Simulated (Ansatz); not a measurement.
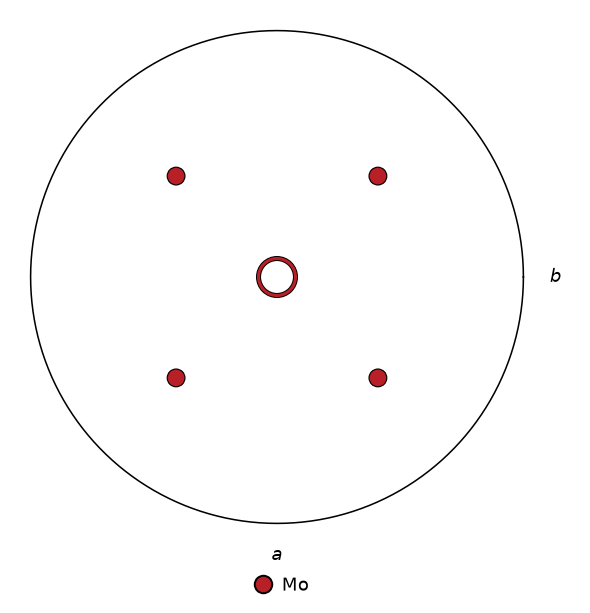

For Si2Mo, coordinates from a relaxation with DFT PBE+D3(BJ), scalar-relativistic, plane waves, PAW (Ansatz): directions from one silicon atom at (0, 0, 0.335) to its bonded neighbours, in stereographic projection down c (filled: above the plane of the page or in it, open: below). Geometry calculated from the standardised cell; symmetry tolerance 0.002 Å.

Neighbours are counted up to 3.23 Å for Mo.

```cif
data_structure
_symmetry_space_group_name_H-M 'P 1'
_symmetry_Int_Tables_number 1
_cell_length_a 3.1785
_cell_length_b 3.1785
_cell_length_c 7.7961
_cell_angle_alpha 90.000
_cell_angle_beta 90.000
_cell_angle_gamma 90.000
_cell_volume 78.76
loop_
_atom_site_label
_atom_site_type_symbol
_atom_site_fract_x
_atom_site_fract_y
_atom_site_fract_z
_atom_site_occupancy
Si1 Si 0.00000 0.00000 0.33461 1
Si2 Si 0.50000 0.50000 0.16539 1
Mo1 Mo 0.00000 0.00000 0.00000 1
Si3 Si 0.50000 0.50000 0.83461 1
Si4 Si 0.00000 0.00000 0.66539 1
Mo2 Mo 0.50000 0.50000 0.50000 1
```

Q: How many neighbours are there, and at what angles?

A: 5: 4 Mo at 2.59 Å, 1 Mo at 2.61 Å. Angles between bonds: 76° (4×), 120° (6×).

Q: What is the site's symmetry in the crystal?

A: Point group 4mm (C4v), order 8: one fourfold axis, four mirror planes. In I4/mmm (No. 139) this is Wyckoff position 4e.
